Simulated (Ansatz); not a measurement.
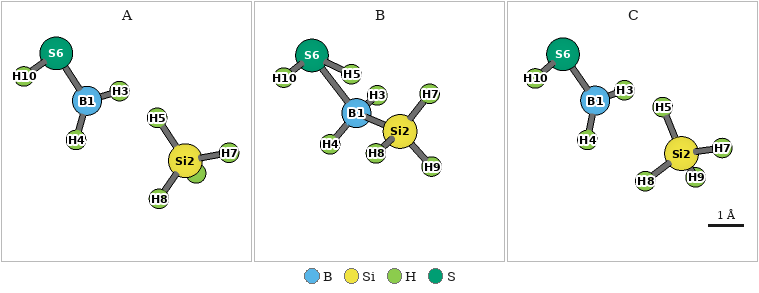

3 geometries from a converged minimum-energy path of BSiH₇S, shuffled. Style: ball-and-stick. Shown from a free direction.

All numbers below come from RKS revPBE/def2-SVP (Ansatz). Set-up: 7 movable images; climbing image; force threshold 0.05 eV/Å; iteration limit 60; starting path through a guess of the saddle point.

> Which frame is the top of the path?

B. In order along the path, whose images run from 0 to 8: B (image 2, +0.63 eV), C (image 5, −0.47 eV), A (image 6, −0.49 eV). Breaking: B1–Si2 (2.03 → 2.08 at the top → 5.29 Å), H5–S6 (1.37 → 1.45 at the top → 4.48 Å). Forming: Si2–H5 (3.34 → 2.23 at the top → 1.50 Å).

The run took 110 s on 2 threads of Arm Neoverse V2 (shared host), peak memory 0.12 GiB.
